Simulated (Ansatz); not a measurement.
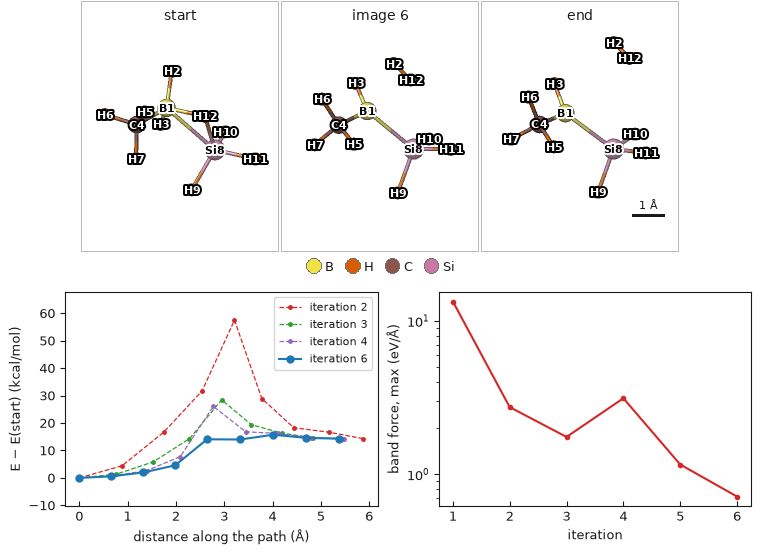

NEB run on CH9BSi. Images are numbered from 0 (start) to 8 (end). The plot follows the band through its iterations. A ball-and-stick model, seen from a free direction.

Level of theory: Ansatz, RKS PBE0/6-31G*. Settings: 7 movable images; climbing image; force threshold 0.03 eV/Å; iteration limit 6; starting path through a guess of the saddle point.

Judge this run.

The result isn't final. The band hadn't converged when the run stopped after 6 iterations. The largest component of the band force went from 13 to 0.72 eV/Å. The barrier read from it is provisional: over the last two iterations the highest image moved from 26.1 kcal/mol to 15.7 kcal/mol. The iteration limit was low. The first iteration put the highest image at 105.3 kcal/mol. The highest point, image 6, lies 15.7 kcal/mol above the start and 1.5 kcal/mol above the end; the end is at +14.3 kcal/mol relative to the start.

Cost: 88 s on 1 thread of AMD EPYC 7B13 (Zen 3) (shared host), peak memory 0.15 GiB.
